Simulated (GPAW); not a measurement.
# Magnetic state of Fe4 MgO5 Fe4 001 from several starts

Aim: find out whether Fe4 MgO5 Fe4 001 carries moments, and which collinear order costs least.

Main program and level: GPAW 26.7.0; PBE; plane waves with GPAW's PAW setups, scalar-relativistic.

**1. Set-up**

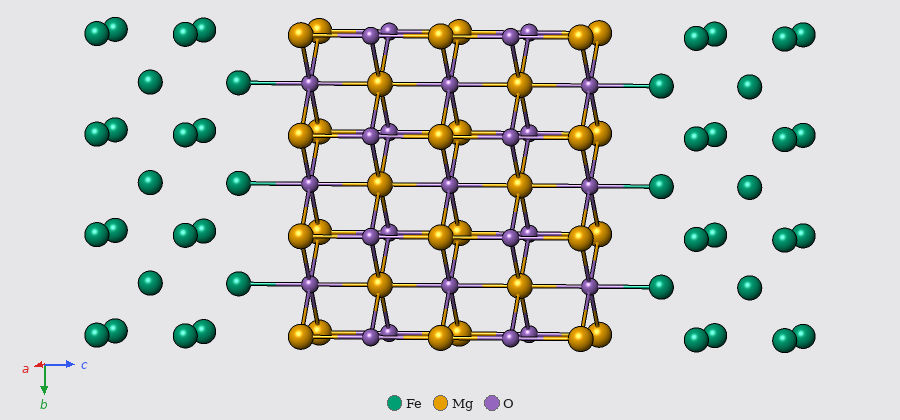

Start, viewed from the side, with the c axis across the page; iron teal, magnesium orange, oxygen purple. 1×3×1 cells are drawn. Some periodic images of atoms are drawn too.

The cell holds 18 atoms: 8 Fe, 5 Mg and 5 O. Cell: a = 2.978 Å, b = 2.978 Å, c = 32.707 Å, α = 90.0°, β = 90.0°, γ = 90.0°. metal(001) layers on top of O at 2.15 A, MgO layers 2.106 A apart, unrelaxed, 12 A of vacuum. Vacuum lies along c.

**2. Run 1 (ferro ++++++++)**

The parallel start comes first: it fits the smallest cell, keeps the most symmetry and shows whether parallel moments form.

Contents of order1.py:

```python
import json
import numpy as np
from ase import Atoms
from ase.parallel import paropen, parprint
from gpaw import GPAW

atoms = Atoms(['Fe', 'Fe', 'Fe', 'Fe', 'Mg', 'O', 'Mg', 'O', 'Mg', 'O', 'Mg', 'O', 'Mg', 'O', 'Fe', 'Fe', 'Fe', 'Fe'],
    cell=[[2.978, 0.0, 0.0],
         [0.0, 2.978, 0.0],
         [0.0, 0.0, 32.707326]],
    scaled_positions=[[0.0, 0.0, 0.183445],
         [0.5, 0.5, 0.224126],
         [0.0, 0.0, 0.264806],
         [0.5, 0.5, 0.305487],
         [0.0, 0.0, 0.371222],
         [0.5, 0.5, 0.371222],
         [0.5, 0.5, 0.435611],
         [0.0, 0.0, 0.435611],
         [0.0, 0.0, 0.5],
         [0.5, 0.5, 0.5],
         [0.5, 0.5, 0.564389],
         [0.0, 0.0, 0.564389],
         [0.0, 0.0, 0.628778],
         [0.5, 0.5, 0.628778],
         [0.5, 0.5, 0.694513],
         [0.0, 0.0, 0.735194],
         [0.5, 0.5, 0.775874],
         [0.0, 0.0, 0.816555]],
    pbc=True,
    magmoms=[2.6, 2.6, 2.6, 2.6, 0.0, 0.0, 0.0, 0.0, 0.0, 0.0, 0.0, 0.0, 0.0, 0.0, 2.6, 2.6, 2.6, 2.6])
atoms.calc = GPAW(mode={'name': 'pw', 'ecut': 600},
    xc='PBE',
    kpts={'size': (16, 16, 1), 'gamma': True},
    occupations={'name': 'fermi-dirac', 'width': 0.05},
    convergence={'density': 1e-05, 'energy': 1e-05},
    maxiter=200,
    mixer={'name': 'pulay', 'beta': 0.03, 'nmaxold': 8, 'weight': 100},
    symmetry={'tolerance': 1e-4},
    txt='order1.txt')
e = atoms.get_potential_energy(force_consistent=True)
res = {'free_energy': e, 'energy_sigma0': atoms.get_potential_energy(), 'fermi_energy': atoms.calc.get_fermi_level()}
res['moments'] = atoms.get_magnetic_moments().tolist()
res['total'] = atoms.get_magnetic_moment()
parprint('site moments (muB):', np.round(res['moments'], 3))
parprint(f"total moment: {res['total']:.3f} muB")
parprint(f'free energy: {e:.6f} eV')
atoms.calc.write('order1.gpw')
with paropen('results.json', 'w') as f:
    json.dump(res, f)
```

Launch:

```console
$ OMP_NUM_THREADS=1 mpirun -n 8 gpaw python order1.py > order1.log
```

Output:

```text
site moments (muB): [ 2.939e+00  2.427e+00  2.545e+00  2.761e+00 -9.000e-03  1.700e-02
  1.000e-03  1.000e-03  0.000e+00  0.000e+00  1.000e-03  1.000e-03
 -9.000e-03  1.700e-02  2.761e+00  2.545e+00  2.427e+00  2.939e+00]
total moment: 21.586 muB
free energy: -127.628859 eV

--- order1.txt ---
Input parameters:
  mode=PW(ecut=600),
  convergence={'density': 1e-05, 'energy': 1e-05},
  kpts=MonkhorstPack(size=(16, 16, 1), gamma=True),
  maxiter=200,
  mixer=Pulay(name='pulay', nmaxold=8, beta=0.03, weight=100, sigma=0.015, g_ss=None),
  occupations=Occupations(name='fermi-dirac', width=0.05),
  symmetry=Symmetry(tolerance=0.0001),
  xc=XC(name='PBE')

Diagonalizing LCAO Hamiltonian
Converting LCAO to pw mode
   .------.
  /|      |
 * |      |
 | |      |
 | |      |
 | |      |
 | |      |
 | |      |
 | |      |
 Fe|      |
 | |  Fe  |
 | |      |
 | |      |
 Fe|  Fe  |
 | |      |
 | |      |
 | |  O   |
 Mg|      |
 | |  Mg  |
 O |      |
 | |      |
 | |  O   |
 Mg|      |
 | |      |
 | |  Mg  |
 O |      |
 | |  O   |
 Mg|      |
 | |      |
 | |  Fe  |
 | |      |
 Fe|      |
 | |  Fe  |
 | |      |
 | |      |
 Fe|      |
 | |      |
 | |      |
 | |      |
 | |      |
 | .------.
 |/      /
 *------*

Atoms  # Å, Bohr magnetons
|    | symbol |        x |        y |         z |    initial magnetic moments |
|----|--------|----------|----------|-----------|-----------------------------|
|  0 |     Fe | 0.000000 | 0.000000 |  5.999995 | ( 0.0000,  0.0000,  2.6000) |
|  1 |     Fe | 1.489000 | 1.489000 |  7.330562 | ( 0.0000,  0.0000,  2.6000) |
|  2 |     Fe | 0.000000 | 0.000000 |  8.661096 | ( 0.0000,  0.0000,  2.6000) |
|  3 |     Fe | 1.489000 | 1.489000 |  9.991663 | ( 0.0000,  0.0000,  2.6000) |
|  4 |     Mg | 0.000000 | 0.000000 | 12.141679 | ( 0.0000,  0.0000,  0.0000) |
|  5 |      O | 1.489000 | 1.489000 | 12.141679 | ( 0.0000,  0.0000,  0.0000) |
|  6 |     Mg | 1.489000 | 1.489000 | 14.247671 | ( 0.0000,  0.0000,  0.0000) |
|  7 |      O | 0.000000 | 0.000000 | 14.247671 | ( 0.0000,  0.0000,  0.0000) |
|  8 |     Mg | 0.000000 | 0.000000 | 16.353663 | ( 0.0000,  0.0000,  0.0000) |
|  9 |      O | 1.489000 | 1.489000 | 16.353663 | ( 0.0000,  0.0000,  0.0000) |
| 10 |     Mg | 1.489000 | 1.489000 | 18.459655 | ( 0.0000,  0.0000,  0.0000) |
| 11 |      O | 0.000000 | 0.000000 | 18.459655 | ( 0.0000,  0.0000,  0.0000) |
| 12 |     Mg | 0.000000 | 0.000000 | 20.565647 | ( 0.0000,  0.0000,  0.0000) |
| 13 |      O | 1.489000 | 1.489000 | 20.565647 | ( 0.0000,  0.0000,  0.0000) |
| 14 |     Fe | 1.489000 | 1.489000 | 22.715663 | ( 0.0000,  0.0000,  2.6000) |
| 15 |     Fe | 0.000000 | 0.000000 | 24.046230 | ( 0.0000,  0.0000,  2.6000) |
| 16 |     Fe | 1.489000 | 1.489000 | 25.376764 | ( 0.0000,  0.0000,  2.6000) |
| 17 |     Fe | 0.000000 | 0.000000 | 26.707331 | ( 0.0000,  0.0000,  2.6000) |

Unit cell  # Å
| periodic |        x |        y |         z |   lengths |    angles |
|----------|----------|----------|-----------|-----------|-----------|
|      yes | 2.978000 | 0.000000 |  0.000000 |  2.978000 | 90.000000 |
|      yes | 0.000000 | 2.978000 |  0.000000 |  2.978000 | 90.000000 |
|      yes | 0.000000 | 0.000000 | 32.707326 | 32.707326 | 90.000000 |

Number of symmetries: 16

BZ-sampling:
  Number of BZ points: 256
  Number of IBZ points: 45

  Monkhorst-Pack size: [16, 16, 1]
  Monkhorst-Pack shift: [0.03125, 0.03125, 0.0]

K-points  # in reciprocal-cell coordinates
|     |                                coordinates |     weight |
|-----|--------------------------------------------|------------|
|   0 | (  0.00000000,   0.00000000,   0.00000000) | 0.00390625 |
|   1 | (  0.06250000,   0.00000000,   0.00000000) | 0.01562500 |
|   2 | (  0.06250000,   0.06250000,   0.00000000) | 0.01562500 |
|   3 | (  0.12500000,   0.00000000,   0.00000000) | 0.01562500 |
|   4 | (  0.12500000,   0.06250000,   0.00000000) | 0.03125000 |
|   5 | (  0.12500000,   0.12500000,   0.00000000) | 0.01562500 |
|   6 | (  0.18750000,   0.00000000,   0.00000000) | 0.01562500 |
|   7 | (  0.18750000,   0.06250000,   0.00000000) | 0.03125000 |
|   8 | (  0.18750000,   0.12500000,   0.00000000) | 0.03125000 |
|   9 | (  0.18750000,   0.18750000,   0.00000000) | 0.01562500 |
| ... |                                            |            |
|  44 | (  0.50000000,   0.50000000,   0.00000000) | 0.00390625 |

Plane wave coefficients: 9768
Cutoff: 600.0 eV

Spin-components: 2 (collinear spins)
Bands:           103
Projectors:      98
Spin-degeneracy: 1
Datatype:        complex128

Parallelization:
  kpt:    8
  domain: 1
  band:   1

Density:
  Valence electrons: 144.0
  Components: 2
  Grid points: [ 18  18 189]
  Charge: 0.0  # |e|

Potential:
  Grid points: [ 18  18 189]

species:
  Fe:
    name:    Iron
    Z:       26.0
    valence: 8
    core:    18
    charge:  0.0  # [|e|]
    compensation charges:
      type: gauss
      rc: 0.33  # [Å]
      lmax: 2
    cutoffs:
      filter: 2.06  # [Å]
      core: 2.67  # [Å]
    projectors
    | kind |    occ | energy [eV] | rcut [Å] |
    |------|--------|-------------|----------|
    |   4s |  2.000 |      -5.291 |    1.164 |
    |   4p |  0.000 |      -1.326 |    1.058 |
    |   3d |  6.000 |      -7.505 |    1.058 |
    |    s |        |      21.920 |    1.164 |
    |    p |        |      25.885 |    1.058 |
    |    d |        |      19.706 |    1.058 |

    Using partial waves for Fe as LCAO basis

  Mg:
    name:    Magnesium
    Z:       12.0
    valence: 10
    core:    2
    charge:  0.0  # [|e|]
    compensation charges:
      type: gauss
      rc: 0.33  # [Å]
      lmax: 2
    cutoffs:
      filter: 1.86  # [Å]
      core: 0.54  # [Å]
    projectors
    | kind |    occ | energy [eV] | rcut [Å] |
    |------|--------|-------------|----------|
    |   2s |  2.000 |     -79.840 |    1.090 |
    |   3s |  2.000 |      -4.705 |    1.090 |
    |   2p |  6.000 |     -46.613 |    1.085 |
    |   3p |  0.000 |      -1.330 |    1.085 |
    |    d |        |       0.000 |    1.037 |

    Using partial waves for Mg as LCAO basis

  O:
    name:    Oxygen
    Z:       8.0
    valence: 6
    core:    2
    charge:  0.0  # [|e|]
    compensation charges:
      type: gauss
      rc: 0.21  # [Å]
      lmax: 2
    cutoffs:
      filter: 1.17  # [Å]
      core: 0.83  # [Å]
    projectors
    | kind |    occ | energy [eV] | rcut [Å] |
    |------|--------|-------------|----------|
    |   2s |  2.000 |     -23.961 |    0.688 |
    |   2p |  4.000 |      -9.029 |    0.598 |
    |    s |        |       3.251 |    0.688 |
    |    p |        |      18.182 |    0.598 |
    |    d |        |       0.000 |    0.619 |

    Using partial waves for O as LCAO basis

Reference energy: -314408.122748  # eV

eigensolver:
  PPCG
  Converge bands: occupied
  niter=2

density mixing:
  Pulay-Mixer
  Linear mixing parameters: 0.03
  Old densities: 8
  Fourier metric: weight=100, sigma=0.015

occupation numbers:
  Fermi-Dirac:
    width: 0.0500  # eV

poisson solver:
  ecut: 4800.0  # eV

xc functional:
  name: PBE with 2 nearest neighbor stencil

convergence criteria:
- Maximum integral of absolute [dens]ity change: 1e-05 electrons / valence electron
- Maximum [total energy] change in last 3 cyles: 1e-05 eV / valence electron
- Maximum integral of absolute [eigenst]ate change: 4e-08 eV^2 / valence electron
maximum number of iterations: 200

SCF iterations
|iter     |      energy | eigst |  dens |  magmom |
|---------|-------------|-------|-------|---------|
|iter:   1|       0s | -135.689397 | +0.61 |       | +20.8373|
|iter:   2|      28s | -133.524245 | -0.78 | -0.87 | +20.8576|
|iter:   3|      56s | -132.357463 | -1.37 | -0.96 | +20.8697|
|iter:   4|      84s | -131.226580 | -1.63 | -0.99 | +20.8773|
|iter:   5|     112s | -127.140671 | +0.04 | -1.02 | +20.9475|
|iter:   6|     139s | -127.077575 | -1.67 | -1.23 | +20.9503|
|iter:   7|     166s | -127.026610 | -2.44 | -1.28 | +20.9912|
|iter:   8|     194s | -127.211594 | -1.95 | -1.34 | +21.1037|
|iter:   9|     223s | -127.362809 | -1.68 | -1.42 | +21.1420|
|iter:  10|     252s | -127.462574 | -1.87 | -1.48 | +21.2591|
[... 26 iterations left out ...]
|iter:  37|     978s | -127.583556c| -7.67c| -4.37 | +21.5866|
|iter:  38|     992s | -127.583557c| -7.72c| -4.41 | +21.5865|
|iter:  39|    1006s | -127.583557c| -7.80c| -4.49 | +21.5863|
|iter:  40|    1020s | -127.583556c| -7.93c| -4.63 | +21.5862|
|iter:  41|    1034s | -127.583557c| -7.60c| -4.69 | +21.5862|
|iter:  42|    1048s | -127.583558c| -7.84c| -4.91 | +21.5862|
|iter:  43|    1061s | -127.583559c| -8.25c| -4.97 | +21.5863|
|iter:  44|    1075s | -127.583559c| -8.30c| -4.98 | +21.5863|
|iter:  45|    1089s | -127.583558c| -8.74c| -4.98 | +21.5863|
|iter:  46|    1103s | -127.583558c| -8.69c| -5.01c| +21.5863|

Converged in 46 steps
Energy contributions relative to reference atoms: (reference = -314408.122748)

Energy contributions:
  Kinetic:         130.410525
  Coulomb:        -108.410807
  Zero:              0.862030
  External:          0.000000
  Xc:             -150.400006
  Entropy:          -0.090602
  Spinorbit:         0.000000
  ----------------------------
  Free energy:    -127.628859
  Extrapolated:   -127.583558

dipole moment: (-58.518022, -58.518022, -0.001269)  # |e|*Ang

Total magnetic moment: (0.000000, 0.000000, 21.586305)

Local magnetic moments
|        x |        y |         z |
|----------|----------|-----------|
| 0.000000 | 0.000000 |  2.938881 |  # Fe   0
| 0.000000 | 0.000000 |  2.426623 |  # Fe   1
| 0.000000 | 0.000000 |  2.544896 |  # Fe   2
| 0.000000 | 0.000000 |  2.761157 |  # Fe   3
| 0.000000 | 0.000000 | -0.008925 |  # Mg   4
| 0.000000 | 0.000000 |  0.017034 |  # O    5
| 0.000000 | 0.000000 |  0.001260 |  # Mg   6
| 0.000000 | 0.000000 |  0.000723 |  # O    7
| 0.000000 | 0.000000 |  0.000079 |  # Mg   8
| 0.000000 | 0.000000 |  0.000045 |  # O    9
| 0.000000 | 0.000000 |  0.001260 |  # Mg  10
| 0.000000 | 0.000000 |  0.000723 |  # O   11
| 0.000000 | 0.000000 | -0.008925 |  # Mg  12
| 0.000000 | 0.000000 |  0.017034 |  # O   13
| 0.000000 | 0.000000 |  2.761157 |  # Fe  14
| 0.000000 | 0.000000 |  2.544896 |  # Fe  15
| 0.000000 | 0.000000 |  2.426623 |  # Fe  16
| 0.000000 | 0.000000 |  2.938881 |  # Fe  17

Fermi level: 4.812
Eigenvalues  # (at kpt = [0.000, 0.000, 0.000])
| band index |      eig [eV] | occ [0-1] |      eig [eV] | occ [0-1] |
|------------|---------------|-----------|---------------|-----------|
|          0 |       -71.406 |     1.000 |       -71.405 |     1.000 |
|        ... |               |           |               |           |
|         65 |         2.804 |     1.000 |         5.142 |     0.001 |
|         66 |         2.804 |     1.000 |         5.209 |     0.000 |
|         67 |         2.804 |     1.000 |         5.209 |     0.000 |
|         68 |         2.826 |     1.000 |         5.456 |     0.000 |
|         69 |         2.826 |     1.000 |         5.456 |     0.000 |
|         70 |         2.863 |     1.000 |         5.456 |     0.000 |
|         71 |         2.864 |     1.000 |         5.456 |     0.000 |
|         72 |         3.429 |     1.000 |         5.701 |     0.000 |
|         73 |         3.429 |     1.000 |         6.138 |     0.000 |
|         74 |         3.687 |     1.000 |         6.211 |     0.000 |
|         75 |         3.705 |     1.000 |         6.211 |     0.000 |
|         76 |         3.705 |     1.000 |         6.448 |     0.000 |
|         77 |         3.705 |     1.000 |         6.448 |     0.000 |
|         78 |         3.968 |     1.000 |         6.560 |     0.000 |
|         79 |         3.968 |     1.000 |         6.593 |     0.000 |
|         80 |         3.968 |     1.000 |         6.593 |     0.000 |
|        ... |               |           |               |           |
|        102 |        16.465 |     0.000 |        14.483 |     0.000 |

No gap
No difference between direct/indirect transitions
```

The job ended after 19 min (8 MPI ranks of Arm Neoverse V2, shared host; peak memory 4.4 GiB; 2.5 h of CPU time).

Spin moment in the augmentation sphere by atom:

```tsv
atom	spin moment in the augmentation sphere (μB)
Fe1	2.94
Fe2	2.43
Fe3	2.54
Fe4	2.76
Mg5	-0.01
O6	0.02
Mg7	0.00
O8	0.00
Mg9	0.00
O10	0.00
Mg11	0.00
O12	0.00
Mg13	-0.01
O14	0.02
Fe15	2.76
Fe16	2.54
Fe17	2.43
Fe18	2.94
```

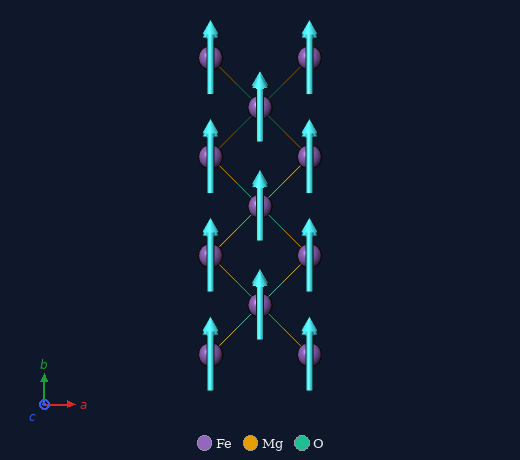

Spin moment in the augmentation sphere as arrows, the longest 2.94 μB. Up and down stand for the sign. Arrows give size and sign along the axis of quantisation, drawn up and down the page. O lies hidden behind other atoms in this view. 1×3×1 cells are drawn. Some periodic images of atoms are drawn too.

Read from the output:

```yaml
magnetization: 21.59 μB
final_state: ferromagnetic
```

After 46 cycles the largest moment stands at 2.94 μB.

(Continued in part 2 of 2.)

[Logs and program files are shortened in this print: banners, set-up blocks, solver, clock and traceback lines can be left out without a mark of their own.]

[Logs are printed without paths, hosts, clocks, repeated set-up lines and the standing remarks that a program may print on its own settings, such as how far it seeks lower states.]

[Hosts, paths, dates, database ids (printed as entryN), source tags and the programs' standing remarks are cut or masked in the printed files.]

[Where a cell is said to come from a database of computed structures, the database is the Materials Project.]
